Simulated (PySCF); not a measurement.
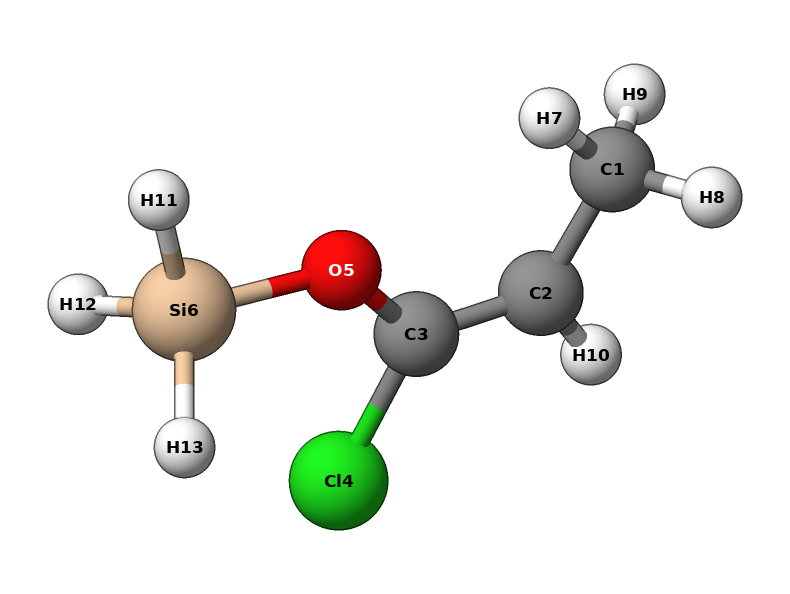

Every bond is drawn as one stick. The computed structure is the end point of a PBE0-D3(BJ)/def2-SVP optimisation. No frequency run is at hand to confirm it as a minimum. Computed with PBE0/6-31G (PySCF 2.14.0).

> Which bond has the highest Mayer bond order?

C2–C3, 1.81, at a length of 1.336 Å.

> Which bond has the lowest Mayer bond order?

O5–Si6, 0.63, at 1.691 Å.

List the Mayer bond orders of C1–C2, C1–H7, C1–H8, C2–C3, C2–H10, C3–Cl4, C3–O5, O5–Si6, Si6–H11, Si6–H12 (one bond of each equivalent set).

```csv
bond,Mayer order,length (Å)
C1–C2,0.99,1.491
C1–H7,0.94,1.098
C1–H8,0.93,1.103
C2–C3,1.81,1.336
C2–H10,0.93,1.092
C3–Cl4,1.04,1.753
C3–O5,0.92,1.335
O5–Si6,0.63,1.691
Si6–H11,0.93,1.486
Si6–H12,0.90,1.489
```
